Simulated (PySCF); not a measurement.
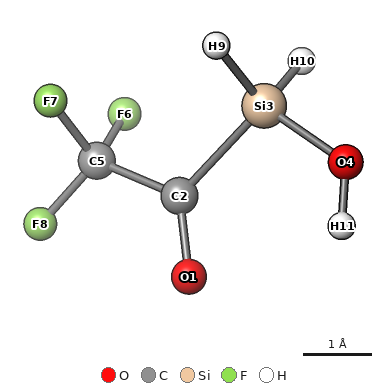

C₂H₃F₃O₂Si, before the relaxation. Style: ball-and-stick. Shown at a tilt.

The start comes from GFN2-xTB. Its atoms were then displaced at random by about 0.01 Å.

Theory: PySCF, PBE0-D3(BJ)/def2-SVP geometry optimisation, gas phase.

```xyz
11

O     0.2044   -1.2697   -1.2028
C    -0.1614   -0.4427   -0.3833
Si    1.0528    0.4653    0.7846
O     2.5627   -0.0876    0.3888
C    -1.6480   -0.0870   -0.2265
F    -1.8326    1.2423   -0.4127
F    -2.0375   -0.3425    1.0409
F    -2.4546   -0.7179   -1.0448
H     0.7213    0.0770    2.1692
H     0.9693    1.8864    0.5059
H     2.6617   -0.7495   -0.2801
```

Where does the relaxation end?

Answer. The largest move after the best rigid fit is that of H11, 0.33 Å. Largest moves by element: H 0.33 Å, F 0.17 Å, O 0.14 Å, Si 0.10 Å, C 0.09 Å. Among the contacts that change: Si3–H10 1.451 → 1.488 Å, C2–Si3 1.914 → 1.944 Å, O4–H11 0.946 → 0.970 Å, C5–F6 1.355 → 1.335 Å. Bond angles that change, for instance: Si3–O4–H11 119.9° → 110.8°, Si3–C2–C5 116.2° → 123.0°, C2–Si3–O4 105.9° → 100.5°. After 8 geometry steps the energy has fallen by 0.136 eV. The run took 110 s on 1 thread of Arm Neoverse N1 (shared host).

Final geometry:

```xyz
11

O     0.2685   -1.1865   -1.1071
C    -0.1569   -0.3830   -0.3135
Si    1.1311    0.5156    0.8316
O     2.5360   -0.1932    0.3215
C    -1.6686   -0.1144   -0.2431
F    -1.8827    1.1945   -0.3953
F    -2.1127   -0.4676    0.9644
F    -2.3471   -0.7724   -1.1620
H     0.8186    0.2294    2.2576
H     1.0893    1.9805    0.5751
H     2.3626   -0.8286   -0.3900
```

After the run, drawn alike:

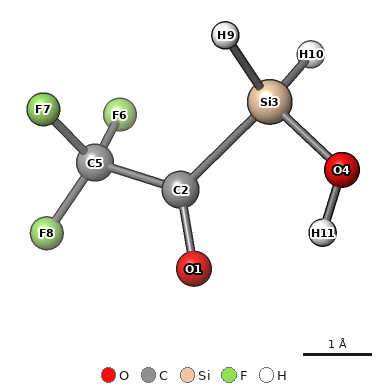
